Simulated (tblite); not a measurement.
**Run report: CH₁₁AsN₃Si₂ (charge −1), geometry relaxation (part 2 of 2)**

The same run, continued: CH₁₁AsN₃Si₂, charge −1, SMILES CN[Si](N)(N)[As-][SiH3]; GFN2-xTB geometry optimisation, gas phase (tblite 0.8.0). It belongs to a series of runs on one base structure; here: N replaced by As.

Geometry of the input (Å):
```
C  -1.4647  1.4835  0.2302
N  -0.7936  0.3543  0.8307
Si -0.4249  -0.7959  -0.5083
N  0.5510  -2.1638  0.0155
N  -1.9660  -1.2735  -1.2701
As 0.8875  0.4422  -1.9885
Si 2.7958  0.9653  -0.7360
H  -2.4464  1.6138  0.7271
H  -0.8685  2.4179  0.3578
H  -1.6420  1.2592  -0.8425
H  0.1073  0.7170  1.2148
H  0.1116  -2.7036  0.8066
H  0.7915  -2.7576  -0.7866
H  -2.6562  -0.5103  -1.1160
H  -2.3579  -2.1339  -0.8329
H  3.8273  1.5442  -1.5706
H  3.2049  -0.3286  -0.1343
H  2.3346  1.8763  0.3267
```

**Trajectory as extended XYZ, continued**
```
18
Properties=species:S:1:pos:R:3:forces:R:3 step=75 energy=-614.41303
C    -1.3476    1.5192    0.4012   -0.0100  -0.0140  -0.0090
N    -0.9453    0.1779    0.7069    0.0280   0.0090  -0.0130
Si   -0.3142   -0.7565   -0.6650   -0.0460   0.0060   0.0030
N     0.4127   -2.0694    0.2696    0.0020   0.0240  -0.0350
N    -1.7626   -1.4693   -1.3982   -0.0590   0.0330   0.0220
As    0.9187    0.2436   -2.2579   -0.0180  -0.0070   0.0240
Si    2.5266    0.9347   -0.8759   -0.0210   0.0060  -0.0370
H    -1.8102    1.9967    1.2747    0.0150   0.0140  -0.0260
H    -0.5161    2.1578    0.0572   -0.0280  -0.0130   0.0010
H    -2.0868    1.4854   -0.4024    0.0170  -0.0180   0.0070
H    -0.2757    0.1911    1.4636    0.0370  -0.0150   0.0310
H    -0.2476   -2.6884    0.7186   -0.0050   0.0150  -0.0070
H     1.0009   -2.6368   -0.3208    0.0140  -0.0140   0.0100
H    -2.2240   -0.8357   -2.0355    0.0400  -0.0230   0.0070
H    -2.4521   -1.7601   -0.7165    0.0280   0.0110  -0.0260
H     3.5826    1.6991   -1.6009    0.0160   0.0010  -0.0090
H     3.3276   -0.0763   -0.1279    0.0170  -0.0050   0.0330
H     2.2042    1.8934    0.2326   -0.0240  -0.0110   0.0230
18
Properties=species:S:1:pos:R:3:forces:R:3 step=88 energy=-614.42072
C    -1.3345    1.5034    0.3889   -0.0020  -0.0090   0.0080
N    -0.8725    0.1872    0.7150   -0.0060  -0.0160   0.0110
Si   -0.3142   -0.7675   -0.6699    0.0140  -0.0240   0.0030
N     0.4152   -2.0930    0.2430   -0.0010  -0.0170   0.0010
N    -1.7995   -1.4640   -1.3442    0.0130   0.0470  -0.0160
As    0.9324    0.2199   -2.2616   -0.0080  -0.0150  -0.0030
Si    2.5018    0.9342   -0.8476   -0.0080   0.0020   0.0120
H    -1.7350    2.0124    1.2736    0.0020   0.0080   0.0180
H    -0.5534    2.1461   -0.0515   -0.0160  -0.0170  -0.0140
H    -2.1381    1.4119   -0.3441    0.0020   0.0010  -0.0280
H    -0.1481    0.2423    1.4184    0.0040  -0.0060  -0.0080
H    -0.2542   -2.7146    0.6738    0.0010   0.0010   0.0170
H     1.0071   -2.6578   -0.3471   -0.0030   0.0230  -0.0020
H    -2.1775   -0.9207   -2.1063    0.0180   0.0120   0.0080
H    -2.5351   -1.5814   -0.6613    0.0060   0.0090   0.0140
H     3.5520    1.7314   -1.5465   -0.0020   0.0130   0.0030
H     3.3247   -0.0464   -0.0781   -0.0070  -0.0220  -0.0110
H     2.1200    1.8631    0.2690   -0.0080   0.0090  -0.0140
18
Properties=species:S:1:pos:R:3:forces:R:3 step=100 energy=-614.42349
C    -1.3340    1.4847    0.3833   -0.0100   0.0000  -0.0080
N    -0.8470    0.1814    0.7262    0.0010   0.0050  -0.0260
Si   -0.3045   -0.7753   -0.6636    0.0200   0.0100   0.0020
N     0.4197   -2.1051    0.2428    0.0070  -0.0130   0.0130
N    -1.8059   -1.4365   -1.3316   -0.0150   0.0010   0.0060
As    0.9392    0.1955   -2.2676   -0.0110   0.0040  -0.0020
Si    2.4851    0.9334   -0.8416    0.0130  -0.0010  -0.0080
H    -1.7161    2.0130    1.2654    0.0160  -0.0070   0.0030
H    -0.5720    2.1214   -0.0974   -0.0170   0.0050   0.0050
H    -2.1559    1.3685   -0.3269    0.0110  -0.0100   0.0020
H    -0.0996    0.2616    1.4028   -0.0130   0.0030   0.0020
H    -0.2438   -2.7290    0.6785   -0.0100   0.0030   0.0110
H     1.0105   -2.6641   -0.3523    0.0170  -0.0170  -0.0100
H    -2.1485   -0.9058   -2.1186    0.0000   0.0110   0.0070
H    -2.5507   -1.4914   -0.6507   -0.0090   0.0020  -0.0080
H     3.5325    1.7516   -1.5207    0.0040  -0.0050  -0.0010
H     3.3033   -0.0537   -0.0745    0.0020   0.0140   0.0030
H     2.0789    1.8562    0.2700   -0.0050  -0.0020   0.0070
18
Properties=species:S:1:pos:R:3:forces:R:3 step=113 energy=-614.42431
C    -1.3386    1.4746    0.3775    0.0020   0.0000   0.0090
N    -0.8361    0.1785    0.7231    0.0070   0.0010   0.0020
Si   -0.2952   -0.7797   -0.6648   -0.0080  -0.0070   0.0000
N     0.4247   -2.1139    0.2392   -0.0010  -0.0020   0.0010
N    -1.8102   -1.4197   -1.3265    0.0070  -0.0140   0.0020
As    0.9449    0.1913   -2.2711    0.0040  -0.0030  -0.0030
Si    2.4867    0.9337   -0.8427   -0.0030   0.0020   0.0010
H    -1.7165    2.0009    1.2620   -0.0070   0.0110   0.0050
H    -0.5878    2.1180   -0.1110    0.0000   0.0060  -0.0030
H    -2.1642    1.3477   -0.3258   -0.0020  -0.0110   0.0020
H    -0.0906    0.2697    1.4005   -0.0030  -0.0050  -0.0110
H    -0.2404   -2.7264    0.6884   -0.0060   0.0000   0.0070
H     1.0074   -2.6841   -0.3539   -0.0060   0.0050  -0.0080
H    -2.1463   -0.8807   -2.1105   -0.0020   0.0070  -0.0020
H    -2.5542   -1.4635   -0.6438    0.0030   0.0030  -0.0040
H     3.5346    1.7544   -1.5170    0.0030   0.0000  -0.0010
H     3.3046   -0.0467   -0.0681    0.0090  -0.0010   0.0000
H     2.0683    1.8522    0.2682    0.0020   0.0080   0.0010
18
Properties=species:S:1:pos:R:3:forces:R:3 step=125 energy=-614.42497
C    -1.3503    1.4623    0.3780   -0.0100  -0.0020   0.0000
N    -0.8219    0.1766    0.7226    0.0000   0.0000  -0.0020
Si   -0.2893   -0.7811   -0.6681    0.0030  -0.0120  -0.0020
N     0.4198   -2.1226    0.2314    0.0050  -0.0050   0.0070
N    -1.8117   -1.4038   -1.3299    0.0070   0.0040  -0.0140
As    0.9687    0.1738   -2.2696   -0.0030   0.0060  -0.0050
Si    2.5012    0.9366   -0.8412   -0.0030   0.0080   0.0070
H    -1.7374    1.9827    1.2626    0.0180   0.0100  -0.0020
H    -0.6159    2.1195   -0.1178   -0.0040   0.0020   0.0160
H    -2.1771    1.3162   -0.3205    0.0000  -0.0060  -0.0010
H    -0.0673    0.2799    1.3875   -0.0010   0.0110   0.0030
H    -0.2446   -2.7104    0.7138    0.0020  -0.0010  -0.0010
H     0.9699   -2.7146   -0.3713   -0.0120  -0.0040   0.0010
H    -2.1547   -0.8451   -2.0974    0.0060  -0.0020  -0.0010
H    -2.5477   -1.4561   -0.6394   -0.0100  -0.0060   0.0030
H     3.5457    1.7564   -1.5218    0.0000   0.0040  -0.0020
H     3.3277   -0.0284   -0.0563    0.0000  -0.0050   0.0030
H     2.0761    1.8643    0.2611    0.0010  -0.0020  -0.0100
18
Properties=species:S:1:pos:R:3:forces:R:3 step=138 energy=-614.42571
C    -1.3585    1.4525    0.3861    0.0050   0.0020  -0.0010
N    -0.8117    0.1737    0.7287   -0.0050  -0.0010  -0.0060
Si   -0.2801   -0.7846   -0.6633   -0.0020   0.0070  -0.0020
N     0.4105   -2.1375    0.2336    0.0020   0.0010   0.0020
N    -1.7983   -1.3915   -1.3466   -0.0080  -0.0010  -0.0040
As    0.9833    0.1618   -2.2656    0.0040   0.0020   0.0040
Si    2.5128    0.9461   -0.8457   -0.0020   0.0000  -0.0020
H    -1.7316    1.9765    1.2747    0.0050  -0.0040  -0.0030
H    -0.6392    2.1143   -0.1256   -0.0010  -0.0060   0.0010
H    -2.1970    1.2946   -0.2956    0.0040   0.0000   0.0010
H    -0.0533    0.2898    1.3870    0.0060  -0.0030  -0.0010
H    -0.2582   -2.6911    0.7495    0.0000   0.0010   0.0070
H     0.9115   -2.7604   -0.3807   -0.0010  -0.0030   0.0000
H    -2.1354   -0.8148   -2.1033   -0.0040  -0.0030   0.0010
H    -2.5419   -1.4688   -0.6663    0.0030   0.0010  -0.0010
H     3.5510    1.7647   -1.5376    0.0040  -0.0010   0.0010
H     3.3451   -0.0049   -0.0481   -0.0070   0.0060  -0.0040
H     2.0823    1.8861    0.2425   -0.0030   0.0030   0.0070
```

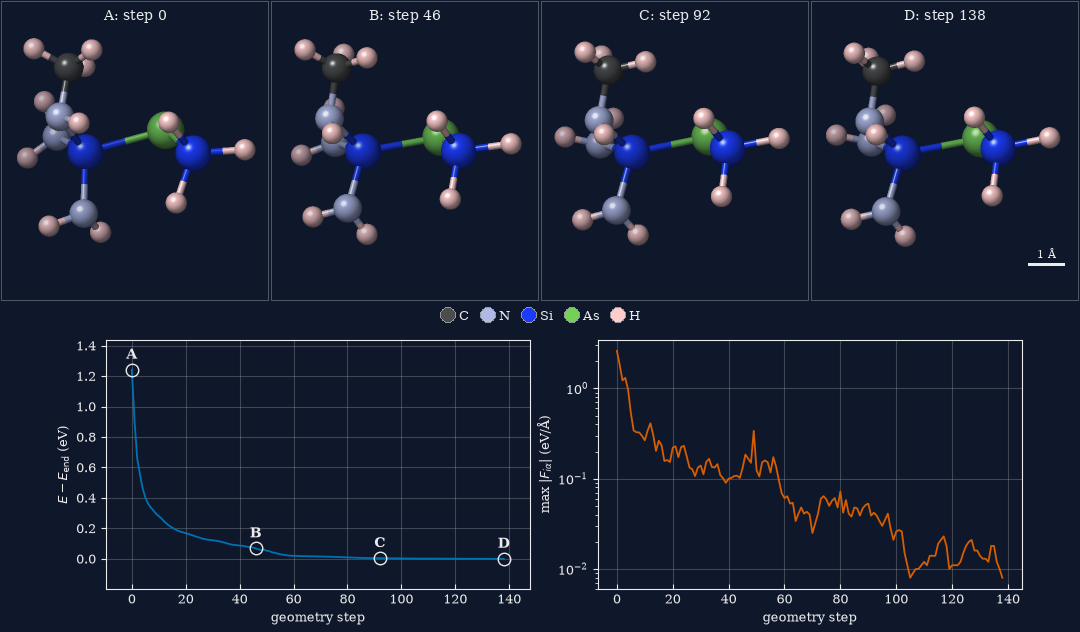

*Frames of the relaxation (ball-and-stick view, seen at a tilt) above the curves, on which the letters mark them (steps are counted from 0).*

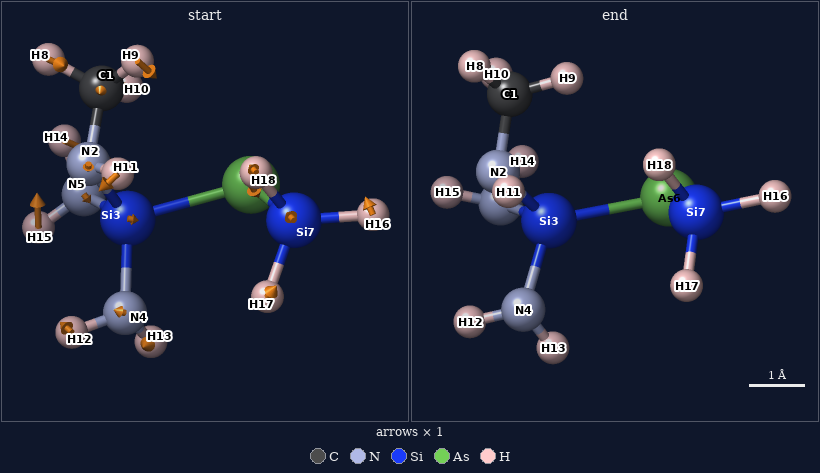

*Before (left) and after (right) the relaxation, at one scale (ball-and-stick view, seen at a tilt). The orange arrows give the displacements, at true length.*

Over 138 geometry steps the energy falls by 1.241 eV. The largest force component goes from 2.6 to 0.008 eV/Å. The largest move after the best rigid fit is that of H14, 1.14 Å. By element the largest moves are H 1.14 Å, As 0.40 Å, Si 0.31 Å, N 0.25 Å, C 0.21 Å. Among the contacts that change: As6–Si7 2.342 → 2.229 Å, Si3–As6 2.334 → 2.249 Å, Si7–H16 1.448 → 1.492 Å, N4–H12 1.054 → 1.010 Å. Among the angles that change: N2–Si3–As6 104.3° → 120.0°, As6–Si7–H17 104.3° → 119.9°, N2–Si3–N4 112.8° → 97.6°. (Atoms are counted from 1 in the order of the input.)

**Summary**

```json
{"quantity": "outcome", "value": "converged"}
{"quantity": "total energy", "value": "−614.4257 eV"}
{"quantity": "wall time", "value": "3.9 s"}
{"quantity": "peak memory", "value": "0.18 GiB"}
```
